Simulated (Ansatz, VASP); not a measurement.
# Cross-check of AgB between VASP and Ansatz

One calculation is typed for both programs; each brings its own data sets and cutoff. How far apart do they land? The cell is invented: other elements were put on sites of a known structure type. It may not be a known or stable phase. The cell comes out of the VASP series on this material, whose earlier steps may have relaxed, scaled or displaced it; both programs get it as it stands.

Program: Ansatz 0.2.0. Level of theory: plane waves, with VASP 6.6.1 beside it; relaxation of cell and atoms at PBE. Results are calculated unless marked as measured.

## Step 1: The starting structure

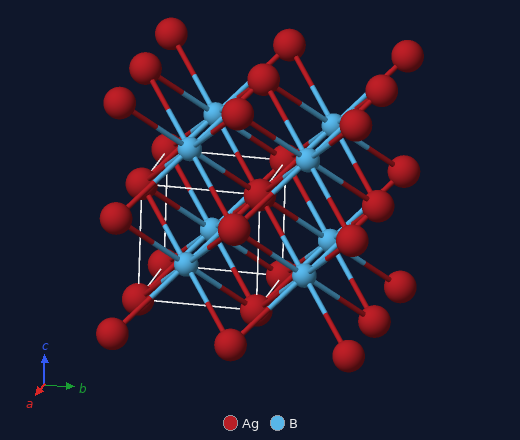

The starting structure, seen slightly off an axis (silver red, boron blue). 2×2×2 cells are drawn. Some periodic images of atoms are drawn too.

Coordinates:

```xyz
2
Lattice="2.9062 0.0000 0.0000 0.0000 2.9062 0.0000 0.0000 0.0000 2.9062" Properties=species:S:1:pos:R:3 pbc="T T T"
Ag    0.0000    0.0000    0.0000
B     1.4531    1.4531    1.4531
```

## Step 2: VASP: relaxation of cell and atoms, PBE

The relaxed volume is the usual yardstick between codes: its relative difference is about their pressure difference at one cell divided by the bulk modulus.

Lines of VASP's logs that name or quote its potential files are left out, and so is its time.

File INCAR:

```
SYSTEM = AgB
PREC = Accurate
ENCUT = 420
EDIFF = 1E-06
NELM = 100
ISMEAR = -1
SIGMA = 0.05
LREAL = .FALSE.
ALGO = Normal
GGA = PE
LORBIT = 11
LWAVE = .FALSE.
LCHARG = .FALSE.
IBRION = 2
NSW = 60
ISIF = 3
EDIFFG = -0.01
```

File POSCAR:

```
AgB
1.0
    2.9062457629      0.0000000000      0.0000000000
    0.0000000000      2.9062457629      0.0000000000
    0.0000000000      0.0000000000      2.9062457629
Ag B
1 1
Direct
    0.0000000000      0.0000000000      0.0000000000
    0.5000000000      0.5000000000      0.5000000000
```

File KPOINTS:

```
Automatic mesh
0
Gamma
8 8 8
0 0 0
```

The projector-augmented-wave data sets are Ag and B (PBE family, release 64).

Command:

```sh
mpirun -np 1 vasp_std
```

Numbers of over 12 decimals in the logs are rounded to 6 here.

The program printed:

```text
[banner, memory and clock lines left out]
running    1 mpi-ranks, on    1 nodes
 distrk:  each k-point on    1 cores,    1 groups
 distr:  one band on    1 cores,    1 groups

 POSCAR found type information on POSCAR AgB
 POSCAR found :  2 types and       2 ions
 LDA part: xc-table for (Slater+PW92), standard interpolation
 POSCAR, INCAR and KPOINTS ok, starting setup
 FFT: planning ... GRIDC
 FFT: planning ... GRID_SOFT
 FFT: planning ... GRID
 WAVECAR not read
 entering main loop
       N       E                     dE             d eps       ncg     rms          rms(c)
DAV:   1     0.493364083038E+02    0.49336E+02   -0.63078E+03   810   0.100E+03
DAV:   2    -0.682325680069E+01   -0.56160E+02   -0.52817E+02   836   0.206E+02
DAV:   3    -0.782206669786E+01   -0.99881E+00   -0.98984E+00   892   0.283E+01
DAV:   4    -0.782541329125E+01   -0.33466E-02   -0.33459E-02   848   0.179E+00
DAV:   5    -0.782543172926E+01   -0.18438E-04   -0.18438E-04   893   0.137E-01    0.101E+01
DAV:   6    -0.677422940889E+01    0.10512E+01   -0.94392E+00   807   0.346E+01    0.891E+00
DAV:   7    -0.665831405906E+01    0.11592E+00   -0.54557E-01   785   0.939E+00    0.416E+00
DAV:   8    -0.664665404740E+01    0.11660E-01   -0.30045E-02   821   0.182E+00    0.693E-01
DAV:   9    -0.664439050032E+01    0.22635E-02   -0.66061E-03   833   0.101E+00    0.837E-02
DAV:  10    -0.664437940302E+01    0.11097E-04   -0.41879E-04   863   0.180E-01    0.351E-02
DAV:  11    -0.664437829693E+01    0.11061E-05   -0.15813E-05   860   0.464E-02    0.170E-02
DAV:  12    -0.664437642880E+01    0.18681E-05   -0.24944E-06   836   0.123E-02    0.310E-03
DAV:  13    -0.664437623448E+01    0.19431E-06   -0.38192E-07   430   0.684E-03
   1 F= -.66443762E+01 E0= -.66397616E+01  d E =-.664438E+01
 curvature:   0.00 expect dE= 0.000E+00 dE for cont linesearch  0.000E+00
 trial: gam= 0.00000 g(F)=  0.000E+00 g(S)=  0.222E-02 ort = 0.000E+00 (trialstep = 0.100E+01)
 search vector abs. value=  0.222E-02
 bond charge predicted
       N       E                     dE             d eps       ncg     rms          rms(c)
DAV:   1    -0.667363580646E+01   -0.29259E-01   -0.42612E-01   809   0.835E+00    0.113E+00
DAV:   2    -0.664712658708E+01    0.26509E-01   -0.15507E-01   785   0.495E+00    0.596E-01
DAV:   3    -0.664547381611E+01    0.16528E-02   -0.43775E-03   782   0.808E-01    0.266E-01
DAV:   4    -0.664506537193E+01    0.40844E-03   -0.12112E-03   781   0.246E-01    0.463E-02
DAV:   5    -0.664506645550E+01   -0.10836E-05   -0.14256E-05   828   0.339E-02    0.460E-02
DAV:   6    -0.664506383998E+01    0.26155E-05   -0.86436E-07   460   0.107E-02    0.489E-02
DAV:   7    -0.664502168642E+01    0.42154E-04   -0.64330E-04   828   0.229E-01    0.544E-01
DAV:   8    -0.664504899282E+01   -0.27306E-04   -0.17288E-04   822   0.136E-01    0.193E-01
DAV:   9    -0.664505312992E+01   -0.41371E-05   -0.15519E-05   860   0.404E-02    0.904E-02
DAV:  10    -0.664505347693E+01   -0.34701E-06   -0.25876E-06   802   0.156E-02
   2 F= -.66450535E+01 E0= -.66408698E+01  d E =-.677242E-03
 trial-energy change:   -0.000677  1 .order   -0.000696   -0.002221    0.000829
 step:   0.7208(harm=  0.7282)  dis= 0.00000  next Energy=    -6.645170 (dE=-0.793E-03)
 bond charge predicted
       N       E                     dE             d eps       ncg     rms          rms(c)
DAV:   1    -0.664739810597E+01   -0.23450E-02   -0.33519E-02   812   0.235E+00    0.320E-01
DAV:   2    -0.664534939403E+01    0.20487E-02   -0.11530E-02   785   0.136E+00    0.171E-01
DAV:   3    -0.664522493115E+01    0.12446E-03   -0.30458E-04   776   0.211E-01    0.798E-02
DAV:   4    -0.664518635291E+01    0.38578E-04   -0.92161E-05   778   0.691E-02    0.132E-02
DAV:   5    -0.664518629438E+01    0.58529E-07   -0.10697E-06   716   0.927E-03
   3 F= -.66451863E+01 E0= -.66408970E+01  d E =-.810060E-03
 curvature:  -0.36 expect dE=-0.107E-05 dE for cont linesearch -0.107E-05
 trial: gam= 0.00000 g(F)=  0.118E-66 g(S)=  0.295E-05 ort =-0.809E-04 (trialstep = 0.944E+00)
 search vector abs. value=  0.295E-05
 reached required accuracy - stopping structural energy minimisation
```

From OUTCAR (step 2):

```text
ion  position               nearest neighbor table
   1  0.000  0.000  0.000-   2 2.52   2 2.52   2 2.52   2 2.52   2 2.52   2 2.52   2 2.52   2 2.52

  LATTYP: Found a simple cubic cell.
 ALAT       =     2.9062457629

 Subroutine GETGRP returns: Found 48 space group operations
 (whereof 48 operations were pure point group operations)

The static configuration has the point symmetry O_h .

 Found     35 irreducible k-points:

   k-points           NKPTS =     35   k-points in BZ     NKDIM =     35   number of bands    NBANDS=     11

   dimension x,y,z NGX =    20 NGY =   20 NGZ =   20
   dimension x,y,z NGXF=    40 NGYF=   40 NGZF=   40

   ENCUT  =  420.0 eV  30.87 Ry    5.56 a.u.   4.86  4.86  4.86*2*pi/ulx,y,z

   NELECT =      14.0000    total number of electrons

 k-points in reciprocal lattice and weights: Automatic mesh
   0.00000000  0.00000000  0.00000000       0.002
   0.12500000  0.00000000  0.00000000       0.012
   0.25000000  0.00000000  0.00000000       0.012
   0.37500000  0.00000000  0.00000000       0.012
   0.50000000  0.00000000  0.00000000       0.006
   0.12500000  0.12500000  0.00000000       0.023
   0.25000000  0.12500000  0.00000000       0.047
   0.37500000  0.12500000  0.00000000       0.047
   0.50000000  0.12500000  0.00000000       0.023
[...]
0.50000000  0.50000000  0.37500000       0.012
   0.50000000  0.50000000  0.50000000       0.002

 average (electrostatic) potential at core
       1 -71.6217       2 -25.7159

 E-fermi :   8.6762

 k-point     1 :       0.0000    0.0000    0.0000
  band No.  band energies     occupation
    ...
      2       1.9048      2.00000
      3       1.9048      2.00000
      4       4.1001      2.00000
      5       4.1001      2.00000
      6       4.1001      2.00000
      7      10.6030      0.00000
      8      10.6030      0.00000
      9      10.6030      0.00000
     10      17.0750      0.00000
     11      20.9505      0.00000

 k-point     2 :       0.1250    0.0000    0.0000
  band No.  band energies     occupation
    ...
      2       1.9492      2.00000
      3       2.0090      2.00000
      4       3.9015      2.00000
      5       3.9015      2.00000
      6       4.1136      2.00000
      7       9.5807      0.00000
      8      10.9921      0.00000
      9      10.9921      0.00000
     10      17.4993      0.00000
     11      20.7528      0.00000

 k-point     3 :       0.2500    0.0000    0.0000
  band No.  band energies     occupation
    ...
      3       2.1603      2.00000
      4       3.4794      2.00000
      5       3.4794      2.00000
      6       4.1467      2.00000
      7       7.7175      2.00000
      8      11.9505      0.00000
      9      11.9505      0.00000
     10      18.0435      0.00000
     11      20.2639      0.00000

  Total        0.0063846      0.0063846      0.0063846      0.0000000      0.0000000     -0.0000000
  in kB        0.4205521      0.4205521      0.4205521      0.0000000      0.0000000     -0.0000000
  external PRESSURE =       0.4205521 kB  Pullay stress =       0.0000000 kB

  energy-cutoff  :      420.00
  volume of cell :       24.32
      direct lattice vectors                 reciprocal lattice vectors
     2.897394040  0.000000000  0.000000000     0.345137729 -0.000000000  0.000000000
     0.000000000  2.897394040  0.000000000    -0.000000000  0.345137729  0.000000000
    -0.000000000 -0.000000000  2.897394040    -0.000000000 -0.000000000  0.345137729

 POSITION                                       TOTAL-FORCE (eV/Angst)
 -----------------------------------------------------------------------------------
      0.00000      0.00000      0.00000         0.000000      0.000000      0.000000
      1.44870      1.44870      1.44870        -0.000000     -0.000000      0.000000
 -----------------------------------------------------------------------------------
    total drift:                               -0.000000      0.000000     -0.000000

  FREE ENERGIE OF THE ION-ELECTRON SYSTEM (eV)
  ---------------------------------------------------
  free  energy   TOTEN  =        -6.6451862944 eV

  energy  without entropy=       -6.6366077565  energy(sigma->0) =       -6.64089703

 reached required accuracy - stopping structural energy minimisation

 total charge
# of ion       s       p       d       tot
------------------------------------------
    1        0.421   0.466   9.076   9.963
    2        0.723   0.773   0.000   1.496
--------------------------------------------------
tot          1.144   1.239   9.076  11.459

[... 3 further parts left out ...]
```

CONTCAR:

```
AgB
   1.00000000000000
     2.8973940404495551    0.0000000000000000    0.0000000000000000
     0.0000000000000000    2.8973940404495551    0.0000000000000000
    -0.0000000000000000   -0.0000000000000000    2.8973940404495551
  Ag              B
     1     1
Direct
     0.0000000000000000    0.0000000000000000    0.0000000000000000
     0.5000000000000000    0.5000000000000000    0.5000000000000000
```

## Step 3: Ansatz: relaxation of cell and atoms, PBE

Ansatz runs on its default PAW (the set named soft_2) files.

The same cell, functional, mesh and smearing now go to Ansatz, which takes its cutoff from its data sets.

File input.yaml:

```yaml
crystal:
  lattice:
    - [2.9062457629, 0.0, 0.0]
    - [0.0, 2.9062457629, 0.0]
    - [0.0, 0.0, 2.9062457629]
  atoms:
    - { symbol: Ag, position: [0.0, 0.0, 0.0] }
    - { symbol: B, position: [0.5, 0.5, 0.5] }
hamiltonian:
  xc: pbe
  pseudopotentials: { kind: paw }
kpoints:
  mp_grid: { grid: [8, 8, 8] }
scf:
  occupations: { method: fermi_dirac, width: 0.05 }
relax:
  f_tol: 0.01
  max_steps: 60
  cell: { stress_tol: 0.05 }
output:
  forces: true
  stress: true
```

Command:

```sh
ansatz run input.yaml --threads 4 --pin off --max-ram 9216MiB --backend cpu --events-out ev --progress --plain --runs-dir out
```

The program printed:

```text
Engine: ansatz 0.2.0, aarch64-unknown-linux-gnu
Pseudopotentials: kind: paw
Pseudopotential: Ag, paw, valence charge 19, recommended cutoff 420 eV (normal), Ag.paw.azcp
Pseudopotential: B, paw, valence charge 3, recommended cutoff 420 eV (normal), B.paw.azcp
Functional definition: PBE
  parameter kappa = 0.804
  parameter beta = 0.066725
  exchange = pbe_x(kappa = kappa, mu = beta*pi^2/3)
  correlation = pbe_c(beta = beta)
Crystal: 2 atoms, lattice volume = 24.547 Å³
Basis set: ecut = 420 eV, 461 PW (Γ), exchange–correlation on 40×40×40 points (8 copies of the dense FFT grid, shifted against one another)
Bands: 15, of which v1, the nominal top of the filled ones, is band 11 counted from 1 (10 counted from 0)
Symmetry: 48 space group operations
Space group: Pm-3m (ITA 221), of the structure as read, at distance tolerance 2.9e-5 Å
k-points: 35 of 512
Non-local potential: Ag, projectors of the file, l = 0: 3, l = 1: 2, l = 2: 2, l = 3: 1
Non-local potential: B, projectors of the file, l = 0: 2, l = 1: 2, l = 2: 1
PAW form: soft (Blöchl's): semilocal exchange-correlation on the pseudo side does not see the compensation charge
PAW one-centre angular grid: Ag, 590 points (default); XC on 64 Gauss nodes
PAW one-centre angular grid: B, 110 points (default); XC on 64 Gauss nodes
Initial density: superposition of atomic densities (neutral atoms: chi_scale 0, normalization atom), corrected by the library's trained network
Initial wavefunctions: pseudopotential atomic-orbital guess
Functional: x = pbe(κ = 0.804, μ = 0.219515), c = pbe(β = 0.066725)
SCF iter   1: F=—  HF=-7743.693266 eV  |F-HF|=—  |Δ(HF+E_count)|=         —  Δρ=3.97e-3  dr2=2.95e-3  ethr=1.77e-3  ⟨swp⟩=4.1  Hψ=2338  notcnv=0
preconditioner: auto → none  [metal: Δε(μ)=0.075 eV  Ē_g=11.036 eV  σ=0.050 eV  W_gap=0.36  n_scr=6 (ndim 8)  ℏωp=28.0 eV  f_vac=0.000  D(μ)=1.04/eV (n_scr^D=6)  sad-step TF]
SCF iter   2: F=—  HF=-7743.693096 eV  |F-HF|=—  |Δ(HF+E_count)|=   1.70e-4  Δρ=1.98e-3  dr2=7.45e-4  ethr=1.34e-5  ⟨swp⟩=1.4  Hψ=847  notcnv=0
SCF iter   3: F=—  HF=-7743.693002 eV  |F-HF|=—  |Δ(HF+E_count)|=   9.36e-5  Δρ=1.98e-4  dr2=7.94e-6  ethr=3.38e-6  ⟨swp⟩=2.7  Hψ=788  notcnv=0  defer=1
SCF iter   4: F=—  HF=-7743.692992 eV  |F-HF|=—  |Δ(HF+E_count)|=   1.06e-5  Δρ=3.58e-5  dr2=2.14e-7  ethr=3.61e-8  ⟨swp⟩=2.1  Hψ=765  notcnv=0  defer=1
iter 5 did not close the SCF: its close was put off for the readings that it lacked (scf_convergence_deferred on its scf_iter line)
SCF iter   5: F=-7743.692992 eV  HF=-7743.692992 eV  |F-HF|=3.92e-10  |Δ(HF+E_count)|=   1.55e-8  Δρ=2.62e-6  dr2=1.00e-9  ethr=9.73e-10  ⟨swp⟩=2.8  Hψ=916  notcnv=0  defer=1
SCF iter   6: F=-7743.692992 eV  HF=-7743.692992 eV  |F-HF|=2.73e-12  |Δ(HF+E_count)|=  7.28e-12  Δρ=2.10e-7  dr2=6.33e-12  ethr=4.55e-12  ⟨swp⟩=1.2  Hψ=1583  notcnv=0
SCF 1 converged in 6 iterations: F = -7743.692992 eV  dr2 = 6.33e-12
  greatest PAW one-centre occupation: 1.001 electrons in one spin orbital (limit 2), on the Ag atom at site 0 (counted from 0), in its partial waves of l = 0
relax step   1: F+E_penalty+E_count = -7743.69299174 eV  Δ(F+E_penalty+E_count) = +0.000e0 eV  max|allowed force component| = 5.423e-31 eV/Å  Δτ_max = 0.0000 Å  P = -0.936 GPa  Ω = 24.547 Å³  (6 SCF iters, dr2 threshold 1.00e-7 eV, accepted)
[...]
relax step   2: F+E_penalty+E_count = -7743.69368656 eV  Δ(F+E_penalty+E_count) = -6.948e-4 eV  max|allowed force component| = 4.602e-31 eV/Å  Δτ_max = 0.0000 Å  P = +0.198 GPa  Ω = 24.328 Å³  energy of the carried Pulay correction = +1.811e-4 eV  (6 SCF iters, dr2 threshold 2.00e-7 eV, accepted)
[...]
relax step   3: F+E_penalty+E_count = -7743.69367775 eV  Δ(F+E_penalty+E_count) = +8.808e-6 eV  max|allowed force component| = 1.709e-30 eV/Å  Δτ_max = 0.0000 Å  P = -0.006 GPa  Ω = 24.366 Å³  energy of the carried Pulay correction = +1.496e-4 eV  (6 SCF iters, dr2 threshold 9.82e-8 eV, accepted)
[...]
relax step   4: F+E_penalty+E_count = -7743.69355049 eV  Δ(F+E_penalty+E_count) = +1.273e-4 eV  max|allowed force component| = 1.052e-30 eV/Å  Δτ_max = 0.0000 Å  P = -0.007 GPa  Ω = 24.366 Å³  stress off target by 7.43e-3 GPa  SCF on the basis re-selected at this cell (its energy is not comparable with the rows above)  (8 SCF iters)
basis re-selected at this cell: Δ(F+E_penalty+E_count) = +1.273e-4 eV, ΔP = -0.002 GPa vs the last step (what re-selecting the basis moved, of the pressure what is left beyond the Pulay correction that the steps carried, after the strain that the cell walked since its last selection, with what the two solves' SCF thresholds leave and, on support functions, any second-order correction that the steps lacked; it is no m [...]
SCF converged after 8 iterations
Free energy (F): -7743.693550 eV
Harris-Foulkes:  -7743.693550 eV  (|F-HF|=0.00e0)
Internal energy: -7743.685097 eV  (E = F + TS)
E sigma→0 (E₀):  -7743.689324 eV
Entropy (-TS):   -0.008453 eV (-4.227 meV/atom)
Fermi energy:    15.843854 eV
--- Per-component energies (eV) ---
  E_band       = -251.783692
  E_kinetic    = 566.391933
  E_local      = -2519.604111  (includes V_loc(G=0)·N_el)
  E_nonlocal   = 91.818388
  E_hartree    = 1145.493582
  E_xc         = -215.207796
  E_vxc        = -270.854555  (∫ρ·V_xc dr)
  E_paw        = -3978.394645  (= ΣΔE_a)
  E_vpaw       = -410.522823  (= ΣTr[D̂ρ^β])
  E_aug_tail   = 0.000311  (compensation charges beyond the density's cutoff)
  E_ewald      = -2834.182760
  E_smearing   = -0.008453  (= −TS)
  E_closure    = -0.000000  (closes the sum)
  Σ components = -7743.693550   (vs F -7743.693550, Δ=0.00e0)
--- Forces (eV/Å), atoms counted from 1 ---
  atom   1  Ag     0.00000000     0.00000000     0.00000000
  atom   2  B     -0.00000000     0.00000000    -0.00000000
  max |Σ_I F_I| component: 1.58e-30 eV/Å
--- Stress (GPa, compression-positive) ---
       -0.007430      -0.000000      -0.000000
       -0.000000      -0.007430       0.000000
       -0.000000       0.000000      -0.007430
  P = ⅓ Tr σ = -0.0074 GPa (-0.074 kbar)
--- Relaxed structure (3 steps of the walk, 3 accepted, 1 SCFs on fresh bases) ---
  F+E_penalty+E_count = -7743.69355049 eV   max|allowed force component| = 1.052e-30 eV/Å   (the final SCF, on the basis selected at the relaxed cell)
  cell:  # Å, volume = 24.3664 Å³
    - [2.899103, 0, 0]
    - [0, 2.899103, 0]
    - [0, 0, 2.899103]
  atoms:
    - { symbol: Ag, position: [0, 0, 0] }
    - { symbol: B, position: [0.500000, 0.500000, 0.500000] }
```

It took 1.4 s on 4 threads of Arm Neoverse V2, shared host; peak memory 0.29 GiB; 3.3 s of CPU time.

## Step 4: Comparison

Known differences besides the PAW data sets themselves: both relaxations stop at a tolerance, which leaves soft axes loose, and VASP keeps its plane-wave basis; the data sets hold 22 valence electrons in Ansatz (default PAW (the set named soft_2) files) and 14 in VASP; VASP leaves aspherical gradient terms in its spheres out (LASPH is not set), Ansatz keeps them; Ansatz adds a Pulay correction to the stress that steers its cell, VASP none. Total energies have different zeros and are not compared.

The two programs side by side:

| quantity | Ansatz | VASP | difference |
| --- | --- | --- | --- |
| volume (Å³) | 24.37 | 24.32 | +0.18 % |
| edge a after relaxation, in the typed setting (Å) | 2.899 | 2.897 | +0.06 % |

The walks stopped with -0.01 GPa left in Ansatz and 0.04 GPa in VASP; each walk ends within a tolerance, so the volume difference is uncertain by about these residues over the bulk modulus, most in soft cells.

## Step 5: Summary of results

```
difference in volume (relaxation of cell and atoms, PBE) : 0.18 %
```

The difference in volume is 0.18 % (relaxation of cell and atoms, PBE), within the 1.2 % picked in this series as the mark of a large difference, as far as the stopping tolerances let one tell. Differences of this kind measure data sets and numerical settings, not the functional's error against experiment.

[Lines on the potential files, build, host, timing and source positions are cut from VASP's logs without a mark.]

[Logs are printed without paths, hosts, clocks, repeated set-up lines and the standing remarks that a program may print on its own settings, such as how far it seeks lower states.]

[Hosts, paths, dates, database ids (printed as entryN), source tags and the programs' standing remarks are cut or masked in the printed files.]
